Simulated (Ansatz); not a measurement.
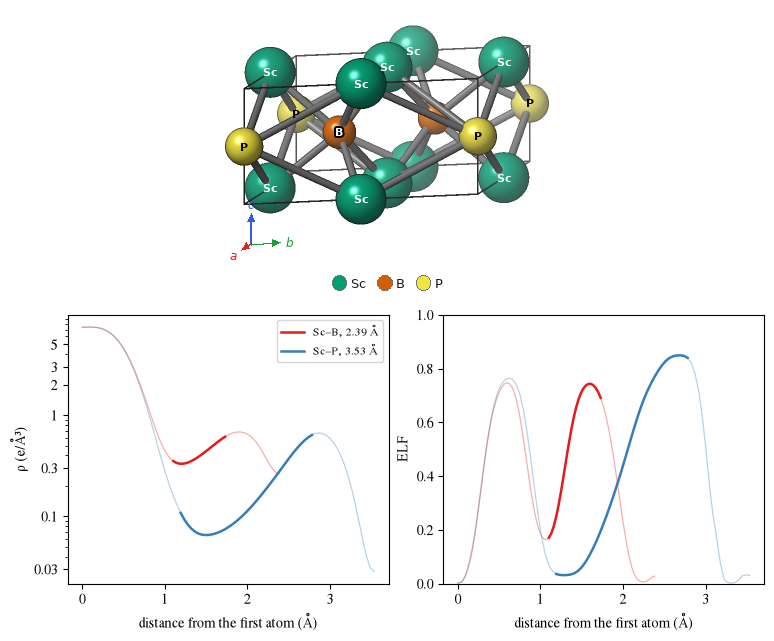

Figure 1: Sc3B2P. Valence charge density (pseudo) and electron localisation function along straight lines between neighbouring atoms. Thin, pale parts lie inside the atomic spheres. The structure is drawn too.

Space group P6/mmm; a structure generated by program, which may or may not match a known phase.

Method: DFT PBE, scalar-relativistic, plane waves, PAW in Ansatz.

The density is the valence pseudo-density of a PAW calculation; it isn't the true density close to the nuclei.

> What can be read from the curves?

Sc–B (2.39 Å): the density is about 0.33 e/Å³ at the midpoint; the ELF peaks at about 0.75 in the valence shell of B, 0.8 Å from its nucleus, and is about 0.25 at the midpoint.
Sc–P (3.53 Å): ρ is about 0.08 e/Å³ halfway, with its minimum of 0.07 e/Å³ about 1.5 Å from Sc; the ELF is about 0.20 at the midpoint and 0.05 at its lowest between the atoms (no localised pair shows between them).
